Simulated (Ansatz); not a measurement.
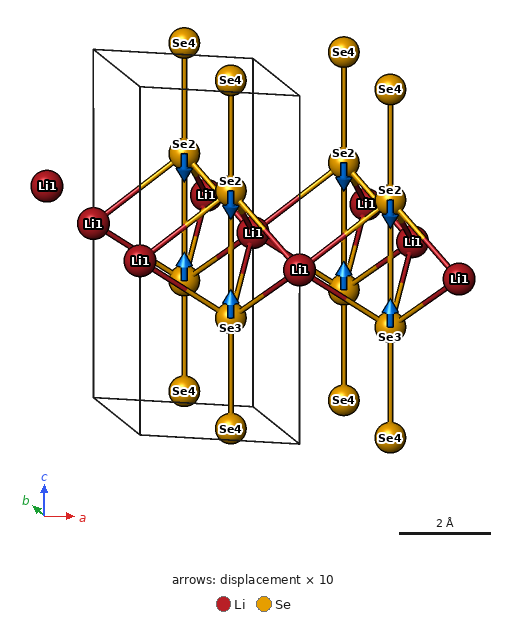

This is a relaxation of solid LiSe₃ (a generated structure, set up in P-6m2) (coarse preliminary run). The starting structure is drawn; blue arrows show the displacements (the part carried along by the change of the cell is left out), magnified 10 times.

The picture is a ball-and-stick view of the cell of the calculation, repeated 2 × 2 × 1 with one cell outlined, seen slightly off an axis.

All numbers below come from Ansatz, DFT PBE, scalar-relativistic, plane waves, PAW.

Input file:
```yaml
crystal:
  lattice:
    - [3.6162872941, 0.0, 0.0]
    - [-1.808143647, 3.1317966641, 0.0]
    - [0.0, 0.0, 7.8992196743]
  atoms:
    - { symbol: Li, position: [0.0, 0.0, 0.5] }
    - { symbol: Se, position: [0.6666666667, 0.3333333333, 0.6824050238] }
    - { symbol: Se, position: [0.6666666667, 0.3333333333, 0.3175949762] }
    - { symbol: Se, position: [0.6666666667, 0.3333333333, 0.0] }
basis:
  ecutwfc: 420
kpoints:
  mp_grid: { grid: [6, 6, 2] }
hamiltonian:
  xc: pbe
scf:
  occupations: { method: gaussian, width: 0.1 }
  lower_state_search: "off"
output:
  forces: true
  stress: true
  eigenvalues: true
relax:
  adjacent_minimum: "off"
  f_tol: 0.04
  max_steps: 70
  cell: { stress_tol: 0.4 }
```

Run as
```bash
ansatz run input.yaml --threads 1 --pin off --max-ram 2560MiB --backend cpu --events-out ev --progress --plain --runs-dir out
```

What happened in the run?

The largest moves relative to the cell, 0.067 Å, are those of Se2 and Se3. Se3 goes along +c. Li stays in place. The drawn cell changes as follows: a = b 3.616 → 3.965 Å (+9.6 %), c 7.899 → 7.425 Å (−6.0 %); the volume changes by +13.0 %. Some distances before and after: Se2–Se3 2.882 → 2.574 Å, Li1–Se2 2.537 → 2.626 Å, Se2–Se4 2.509 → 2.425 Å. Among the angles between lasting bonds that change: Se2–Li1–Se3 69.2° → 58.7°, Li1–Se3–Li1 90.9° → 98.0°, Se2–Li1–Se2 90.9° → 98.0°. The space group stays P-6m2 (No. 187). Over 4 accepted moves (5 points after the start) the energy falls by 98.1 meV per atom. Largest force component: 0.071 eV/Å at the start, 0.004 eV/Å at the end. The pressure goes from −1.19 to 0.03 GPa. At 1 point the geometry stayed and the basis and grid were re-selected for the new cell (energy shift of 0.2 meV per atom at most each time). The run took 17 s on 1 thread of AMD EPYC 7B13 (Zen 3) (shared host), peak memory 0.37 GiB.

Limits of the set-up: the k-point mesh is coarse for a cell with partly filled bands.
